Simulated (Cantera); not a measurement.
Feed: 1 mol Al, 7.8 mol HCl, 0.97 mol H₂, equilibrated at 7.50 Torr.

These are equilibrium values from Cantera (NASA tables, ideal gas, pure condensed phases), not measurements of a reactor. Candidate condensed phases: Al, AlCl₃; 12 gas species. The tables' values for AlCl₂ are old estimates; treat these amounts as uncertain. Kinetics and transport are ignored.

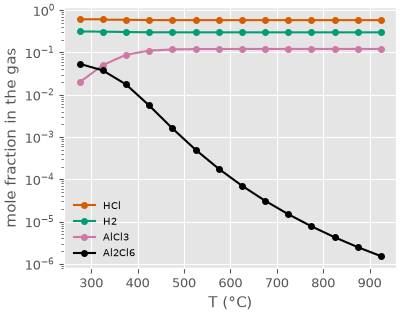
Figure. Equilibrium gas composition (values under 1e-9 drawn at 1e-9)

From 275 °C to 925 °C nothing is condensed. The main Al-bearing gas is Al₂Cl₆ at 275 °C and AlCl₃ at 925 °C.
